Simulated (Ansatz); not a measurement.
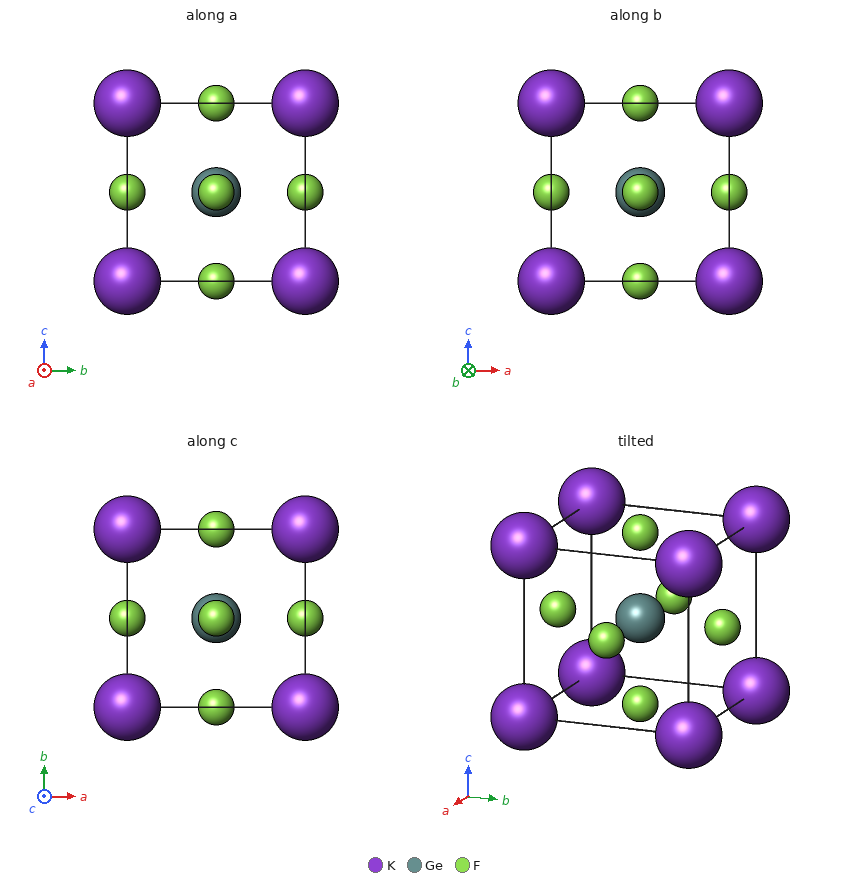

We look at a spheres-only model of the crystal along the a axis, along the b axis, along the c axis and slightly off an axis. The conventional unit cell is drawn as a box.

Lattice parameters: a = 4.2998 Å, b = 4.2998 Å, c = 4.2998 Å, α = 90.000°, β = 90.000°, γ = 90.000°.

Give the structure in the form of a CIF with its space group and independent sites.

```cif
data_structure
_symmetry_space_group_name_H-M 'P m -3 m'
_symmetry_Int_Tables_number 221
_cell_length_a 4.2998
_cell_length_b 4.2998
_cell_length_c 4.2998
_cell_angle_alpha 90.000
_cell_angle_beta 90.000
_cell_angle_gamma 90.000
_cell_volume 79.49
loop_
_atom_site_label
_atom_site_type_symbol
_atom_site_symmetry_multiplicity
_atom_site_Wyckoff_symbol
_atom_site_fract_x
_atom_site_fract_y
_atom_site_fract_z
_atom_site_occupancy
K1 K 1 a 0.0000 0.0000 0.0000 1
Ge1 Ge 1 b 0.5000 0.5000 0.5000 1
F1 F 3 c 0.5000 0.5000 0.0000 1
```

Starting structure: a structure type filled with these elements by a generator (whether the compound takes this form wasn't checked). The cell was then strained or its atoms displaced on purpose. It went into a calculation with Ansatz.
